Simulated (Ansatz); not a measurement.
# UHF/STO-3G run of BH2O (SMILES B[O])

What is the electronic atomisation energy of BH2O at UHF/STO-3G? 

Program for the calculation: Ansatz 0.2.0.

30 further runs of the same task are left out: 30 set aside as unsound or not needed.

**1. The molecule**

BH2O: 4 atoms, total charge 0, spin state doublet. SMILES: `B[O]`. Geometry: relaxed at PBE0-D4/def2-TZVP.

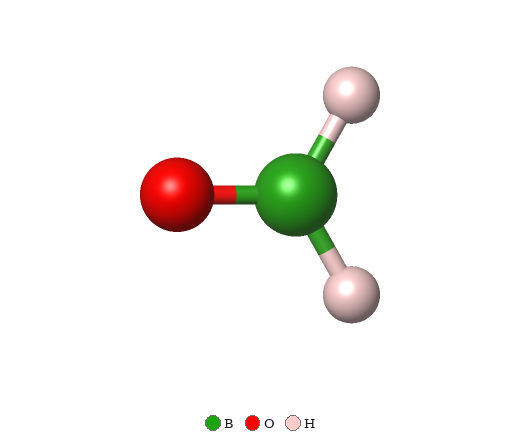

Viewed from a chosen angle; boron green, oxygen red, hydrogen pink.

**2. The energy at UHF/STO-3G**

File job.yaml:

```yaml
crystal:
  periodic: [false, false, false]
  atoms:
    - symbol: B
      position_ang: [-0.001100, -0.010300, -0.015100]
    - symbol: O
      position_ang: [1.025300, -0.340800, 0.676900]
    - symbol: H
      position_ang: [-1.052600, -0.587700, 0.151600]
    - symbol: H
      position_ang: [0.083900, 0.878500, -0.833600]
basis:
  gaussian:
    orbitals: STO-3G
accuracy: high
hamiltonian:
  xc: hf
output: {orbitals: {seedname: orbitals}}
magnetization:
  spin_polarized: true
  initial_magnetization: 1
```

Started as:

```console
$ ansatz run job.yaml --threads 1 --pin off --max-ram 3480MiB --events-out events.jsonl --progress --plain --runs-dir runs
```

The program printed:

```text
Warning: RAYON_NUM_THREADS=1 ignored (pool sized by the plan → 1); use --threads N
Functional definition: HF
  name "HF"
  exchange = exact_x
  correlation = 0
187 factors; integrals over basis functions are off by at most 2.1e-8 eV
mean field evaluation 1: about -2700.9727 eV, gradient 1.8e1 eV
mean field evaluation 2: about -2700.9938 eV, gradient 1.8e1 eV
mean field evaluation 4: about -2704.1949 eV, gradient 3.3e0 eV
mean field evaluation 8: about -2704.4229 eV, gradient 3.8e-4 eV
mean field evaluation 16: about -2702.2126 eV, gradient 1.8e0 eV
mean field -2704.42094754 eV, -99.3856366996 hartree, gradient 2.0e-8 eV, S^2 0.768556; 0 other end points of the search recorded, 0 dependent functions left out
reference -2704.42094754 eV, -99.3856366996 hartree; 8, 7 occupied and 4, 5 virtual orbitals, 187 factors
Total energy: -2704.42094754 eV, -99.3856366996 hartree
```

Wall time 0.06 s (1 thread of Arm Neoverse V2, shared host).

**3. The B atom**

File input.yaml:

```yaml
crystal:
  periodic: [false, false, false]
  atoms:
    - {symbol: B, position_ang: [0.000000, 0.000000, 0.000000]}
basis:
  gaussian:
    orbitals: STO-3G
magnetization:
  spin_polarized: true
  initial_magnetization: 1
hamiltonian:
  xc: hf
accuracy: high
```

Run the same way, it converges to -24.14899 Eh (log not shown).

**4. The H atom, same level**

File run.yaml:

```yaml
crystal:
  periodic: [false, false, false]
  atoms:
    - {symbol: H, position_ang: [0.000000, 0.000000, 0.000000]}
basis:
  gaussian: {orbitals: STO-3G}
magnetization: {spin_polarized: true, initial_magnetization: 1}
accuracy: high
hamiltonian: {xc: hf}
```

Run the same way, it converges to -0.46658 Eh (log not shown).

**5. The O atom, same level**

File in.yaml:

```yaml
crystal:
  periodic: [false, false, false]
  atoms:
    - {symbol: O, position_ang: [0.000000, 0.000000, 0.000000]}
basis:
  gaussian:
    orbitals: STO-3G
magnetization:
  spin_polarized: true
  initial_magnetization: 2
hamiltonian:
  xc: hf
accuracy: high
```

Started as:

```console
$ ansatz run in.yaml --threads 1 --pin off --max-ram 3480MiB --events-out events.jsonl --progress --plain --runs-dir runs
```

The program printed:

```text
Warning: RAYON_NUM_THREADS=1 ignored (pool sized by the plan → 1); use --threads N
[... 4 set-up lines as earlier in the session ...]
15 factors; integrals over basis functions are off by at most 1.1e-9 eV
mean field evaluation 1: about -2008.3132 eV, gradient 1.7e-14 eV
mean field evaluation 2: about -2008.3132 eV, gradient 0.0e0 eV
mean field -2008.31323932 eV, -73.8041502613 hartree, gradient 0.0e0 eV, S^2 2.000000; 2 other end points of the search recorded, 0 dependent functions left out
reference -2008.31323932 eV, -73.8041502613 hartree; 5, 3 occupied and 0, 2 virtual orbitals, 15 factors
Total energy: -2008.31323932 eV, -73.8041502613 hartree
```

Run time: 0.02 s. Hardware: 1 thread of Arm Neoverse V2, shared host.

**6. What came out**

At UHF/STO-3G:

```
                                    quantity         value
                      molecule: total energy  -99.38564 Eh
molecule: HOMO energy (highest over α and β)     -11.28 eV
 molecule: LUMO energy (lowest over α and β)       6.82 eV
                              molecule: ⟨S²⟩         0.769
                        B atom: total energy  -24.14899 Eh
                                B atom: ⟨S²⟩         0.750
                        H atom: total energy   -0.46658 Eh
                                H atom: ⟨S²⟩         0.750
                        O atom: total energy  -73.80415 Eh
                                O atom: ⟨S²⟩         2.000
               electronic atomisation energy     13.588 eV
```

What this shows: Taking the molecule apart into free atoms costs 13.59 eV (1311 kJ/mol), before zero-point energy and without spin-orbit coupling. Hartree–Fock lacks the correlation of the bonding pairs, which as a rule makes this value much too low; in minimal bases other errors can mask that. In a minimal basis such a difference can be off by several eV, whatever the method.
